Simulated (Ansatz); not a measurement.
Consider Si6Sn.

Input file:

```
crystal:
  lattice:
    - [7.3257404072, 0.0, 0.0]
    - [-3.6628702036, 6.3442772942, 0.0]
    - [0.0, 0.0, 2.5818997678]
  atoms:
    - { symbol: Si, position: [0.3025293473, 0.4483926229, 0.0] }
    - { symbol: Si, position: [0.4483926229, 0.1458632755, 0.0] }
    - { symbol: Si, position: [0.8541367245, 0.3025293473, 0.0] }
    - { symbol: Si, position: [0.5516073771, 0.8541367245, 0.0] }
    - { symbol: Si, position: [0.6974706527, 0.5516073771, 0.0] }
    - { symbol: Si, position: [0.1458632755, 0.6974706527, 0.0] }
    - { symbol: Sn, position: [0.0, 0.0, 0.0] }
basis:
  ecutwfc: 420
kpoints:
  mp_grid: { grid: [6, 6, 12] }
hamiltonian:
  xc: pbe
scf:
  occupations: { method: gaussian, width: 0.1 }
output:
  forces: true
  stress: true
  eigenvalues: true
  write_density: true
  write_potential: true
  elf: true
  volumetric_format: npy
relax:
  adjacent_minimum: "off"
  f_tol: 0.01
  max_steps: 80
  cell: { stress_tol: 0.05 }
```

Command:

```sh
ansatz run input.yaml --threads 1 --pin off --max-ram 2560MiB --backend cpu --events-out ev --progress --plain --runs-dir out
```

Below, planes, directions and counts refer to the conventional cell (a = 7.32 Å, b = 7.32 Å, c = 2.62 Å, α = 90.00°, β = 90.00°, γ = 120.00°).

The fields are those of the run's last geometry, not of the input's.

Space group P6/m; a generated structure, not necessarily the stable one.

The calculation used Ansatz, DFT PBE, scalar-relativistic, plane waves, PAW.

> What can the converged valence pseudo-density and electron localisation function tell about the bonding?

Si–Si (2.53 Å): the density is about 0.39 e/Å³ at the midpoint; the ELF peaks at about 0.80 between the atoms.
Si–Sn (2.93 Å): ρ is about 0.24 e/Å³ halfway; the ELF peaks at about 0.80 in the valence shell of Si, 0.9 Å from its nucleus, and is about 0.50 at the midpoint.
Si–Si (2.57 Å): ρ at the midpoint is about 0.36 e/Å³; the ELF peaks at about 0.75 between the atoms.

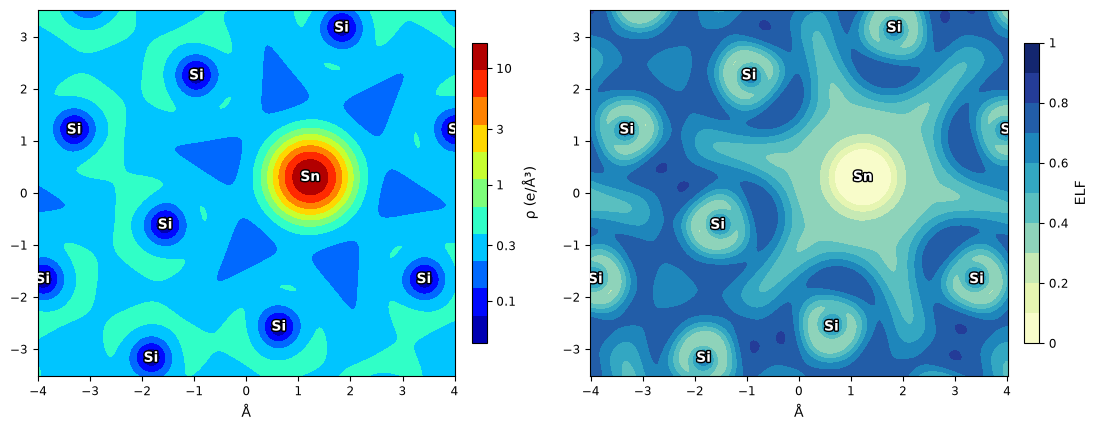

Computed valence pseudo-density and electron localisation function on the (001) plane of the conventional cell, in this order. 

In a PAW calculation such maps are meaningful between the atoms, not at the nuclei.
